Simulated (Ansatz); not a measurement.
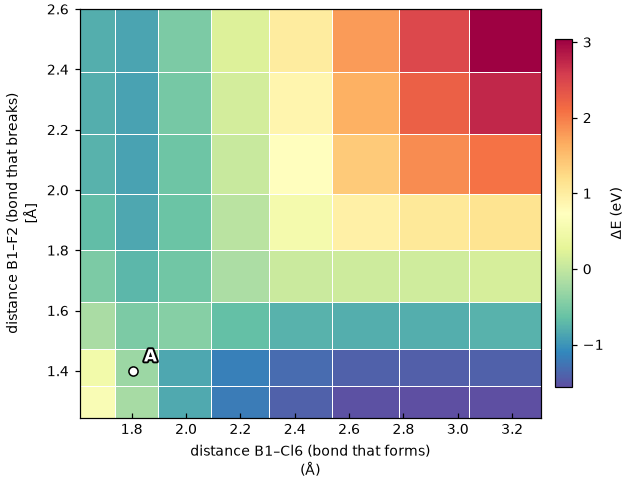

The reacting system BClF3H (fragments BF₃ + ClH where the first distance is long, BClF₂ + FH where the second is long). First axis: distance B1–Cl6 (bond that forms). Second axis: distance B1–F2 (bond that breaks). Relaxed at each point: all other coordinates. The scan uses an 8 × 8 grid. Points are written as (first, second). Energies are in eV, from a guessed transition structure relaxed with its forming and breaking bonds held. Energies and slopes of some neighbouring points disagree (a jump in structure or state, or too coarse a mesh). The reference is spin-restricted, so regions where a bond is pulled apart into radicals lie too high. Method: RKS r2SCAN0-D4/def2-SVP (Ansatz 0.2.0).

Drawn: one coloured cell a grid point, the point A.

Question: Is A at rest? If not, where is it pushed?

Answer: A, at (1.806 Å, 1.401 Å), is not a stationary point. The computed force is 4.4 eV for each Å towards larger values of the first coordinate and 1 eV for each Å towards smaller values of the second coordinate.
